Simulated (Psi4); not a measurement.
# HS (SMILES [SH]): UMP2/cc-pVTZ (density fitting, density fitting for correlation, sweep point 6)

What is the vertical doublet–quartet gap of HS at UMP2/cc-pVTZ (density fitting, density fitting for correlation, sweep point 6)? 

The calculation is run with Psi4 1.11.

### 1 The structure to begin with

HS has 2 atoms, charge 0, and is taken as a doublet. As SMILES, `[SH]`. The coordinates come from a PBE0-D4/def2-TZVP relaxation.

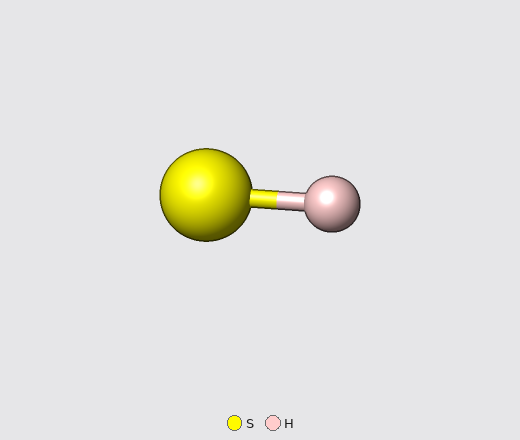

The structure, seen from a chosen angle (sulfur yellow, hydrogen pink).

### 2 A single-point energy at UMP2/cc-pVTZ (density fitting, density fitting for correlation, sweep point 6)

Input file job.dat:

```
memory 1.6 GB

molecule {
  0 2
  S      1.08576104    -0.35490946     0.55833848
  H     -1.08576104     0.35490946    -0.55833848
  units au
  symmetry c1
}

set reference uhf
set puream true
set scf_type df
set num_frozen_docc 5
set maxiter 100

energy('mp2/cc-pVTZ')
print_variables()
```

The run is started by

```bash
$ psi4 -n 1 job.dat job.out
```

job.out:

```text
[...]
  Running in c1 symmetry.
[...]
  Nuclear repulsion =    6.292039457369341
[...]
  Multiplicity = 2
[...]
  Nalpha       = 9
  Nbeta        = 8
[...]
    Number of basis functions: 48
[...]
   @DF-UHF iter   1:  -398.08537038991238   -4.36765e-01   3.36724e-03 ADIIS/DIIS
[...]
   @DF-UHF iter  12:  -398.10496988801128   -6.13909e-12   6.99523e-09 DIIS
[...]
   @S^2 Observed:                7.631149931E-01
[...]
    Orbital Energies [Eh]
    ---------------------
    Alpha Occupied:
       1A    -91.987378     2A     -8.989121     3A     -6.684584
       4A     -6.666261     5A     -6.664483     6A     -0.986345
       7A     -0.549760     8A     -0.469645     9A     -0.400449
    Alpha Virtual:
      10A      0.133397    11A      0.301388    12A      0.400832
      13A      0.433366    14A      0.445831    15A      0.464927
      16A      0.500428    17A      0.510740    18A      0.513506
      19A      0.608694    20A      0.830831    21A      1.019353
      22A      1.039024    23A      1.383871    24A      1.766181
      25A      1.801333    26A      1.802977    27A      1.803286
[...]
  @DF-UHF Final Energy:  -398.10496988801128
   => Energetics <=
    Nuclear Repulsion Energy =              6.2920394573693414
    One-Electron Energy =                -562.6699564038482322
    Two-Electron Energy =                 158.2729470584675937
    Total Energy =                       -398.1049698880112828
  UHF NO Occupations:
  HONO-2 :    7  A 1.9996439
  HONO-1 :    8  A 1.9941228
[...]
 Multipole Moments:
 ------------------------------------------------------------------------------------
     Multipole            Electronic (a.u.)      Nuclear  (a.u.)        Total (a.u.)
 ------------------------------------------------------------------------------------
 L = 1.  Multiply by 2.5417464519 to convert [e a0] to [Debye]
 Dipole X            :         -0.0000000            0.0000000           -0.0000000
 Dipole Y            :         -0.0000000           -0.0000000           -0.0000000
 Dipole Z            :          0.8624742           -1.2218637           -0.3593895
 Magnitude           :                                                    0.3593895
[...]
```

Run time: 4.2 s. Hardware: 1 thread of Intel Xeon at 2.70GHz, shared host; peak memory 0.27 GiB.

### 3 The quartet

Input file hs.in:

```
memory 1.6 GB

molecule molecule1 {
  0 4
  S      1.08576104    -0.35490946     0.55833848
  H     -1.08576104     0.35490946    -0.55833848
  units bohr
  symmetry c1
}

set {
  basis cc-pVTZ
  reference uhf
  puream true
  scf_type df
  num_frozen_docc 5
  maxiter 100
}

energy_value, wavefunction = energy("mp2", return_wfn=True)
```

The run is started by

```bash
$ psi4 hs.in hs.out -n 1
```

hs.out:

```text
[...]
  Running in c1 symmetry.
[...]
  Nuclear repulsion =    6.292039457369341
[...]
  Multiplicity = 4
[...]
  Nalpha       = 10
  Nbeta        = 7
[...]
    Number of basis functions: 48
[...]
   @DF-UHF iter   1:  -397.89181467659296   -2.43210e-01   3.29486e-03 DIIS/ADIIS
[...]
   @DF-UHF iter  12:  -397.91578453050096   -2.27374e-12   4.26814e-09 DIIS
[...]
   @S^2 Observed:                3.759934289E+00
[...]
    Orbital Energies [Eh]
    ---------------------
    Alpha Occupied:
       1A    -92.071303     2A     -9.072585     3A     -6.762563
       4A     -6.762563     5A     -6.746748     6A     -1.092578
       7A     -0.627912     8A     -0.544491     9A     -0.544491
      10A     -0.165547
    Alpha Virtual:
      11A      0.269291    12A      0.358664    13A      0.358664
      14A      0.386813    15A      0.419934    16A      0.419934
      17A      0.431137    18A      0.431137    19A      0.559794
      20A      0.765702    21A      1.010082    22A      1.010082
      23A      1.372052    24A      1.703167    25A      1.703167
[...]
  @DF-UHF Final Energy:  -397.91578453050096
   => Energetics <=
    Nuclear Repulsion Energy =              6.2920394573693414
    One-Electron Energy =                -561.3859558134133749
    Two-Electron Energy =                 157.1781318255430620
    Total Energy =                       -397.9157845305009573
  UHF NO Occupations:
  HONO-2 :    8  A 1.0000000
  HONO-1 :    9  A 1.0000000
[...]
 Multipole Moments:
 ------------------------------------------------------------------------------------
     Multipole            Electronic (a.u.)      Nuclear  (a.u.)        Total (a.u.)
 ------------------------------------------------------------------------------------
 L = 1.  Multiply by 2.5417464519 to convert [e a0] to [Debye]
 Dipole X            :         -0.0000000            0.0000000           -0.0000000
 Dipole Y            :         -0.0000000           -0.0000000           -0.0000000
 Dipole Z            :          1.8406425           -1.2218637            0.6187787
 Magnitude           :                                                    0.6187787
[...]
```

Run time: 4.2 s. Hardware: 1 thread of Intel Xeon at 2.70GHz, shared host; peak memory 0.27 GiB.

### 4 Results

Level: UMP2/cc-pVTZ (density fitting, density fitting for correlation, sweep point 6), 5 core orbitals frozen.

```
                                                           quantity          value
                                              doublet: total energy  -398.25627 Eh
doublet: HOMO energy (Hartree–Fock orbitals) (highest over α and β)      -10.33 eV
 doublet: LUMO energy (Hartree–Fock orbitals) (lowest over α and β)        0.25 eV
               doublet: correlation energy (5 core orbitals frozen)     -151.3 mEh
                         doublet: ⟨S²⟩ of the reference determinant          0.763
                                              quartet: total energy  -398.04753 Eh
quartet: HOMO energy (Hartree–Fock orbitals) (highest over α and β)       -4.50 eV
 quartet: LUMO energy (Hartree–Fock orbitals) (lowest over α and β)       -0.56 eV
               quartet: correlation energy (5 core orbitals frozen)     -131.7 mEh
                         quartet: ⟨S²⟩ of the reference determinant          3.760
                   vertical energy of the quartet above the doublet       5.680 eV
```

In words: At this shape the quartet lies 5.68 eV (548 kJ/mol) above the doublet.
